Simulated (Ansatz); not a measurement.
The starting structures come from a database of crystals and need not be the phases stable at ambient conditions.

 Where the default PAW files enter, the runs use the earlier of Ansatz's two default sets.

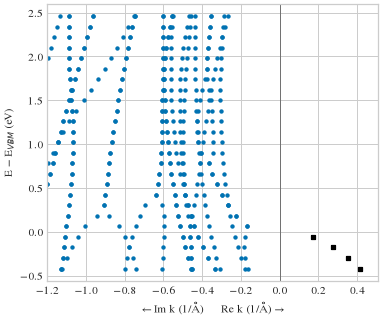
*Complex bands at the centre of the two-dimensional zone; r2SCAN run with Ansatz (an electronic-structure program)*

The gap is the functional's own, uncorrected, and κ follows it; spin-orbit coupling is left out. Mid-gap values are interpolated between the computed energies.

**Question.** This is HfBrN (R-3m, not sure to be the ambient phase, 6 atoms a cell, 18.4 Å³ an atom) along the normal of (101). Read off the slowest decay at the centre of the two-dimensional zone at 1.14 eV, the computed energy nearest the middle of the gap.

**Answer.** κ ≈ 0.30 1/Å, a decay length 1/(2κ) of the density of 1.7 Å.
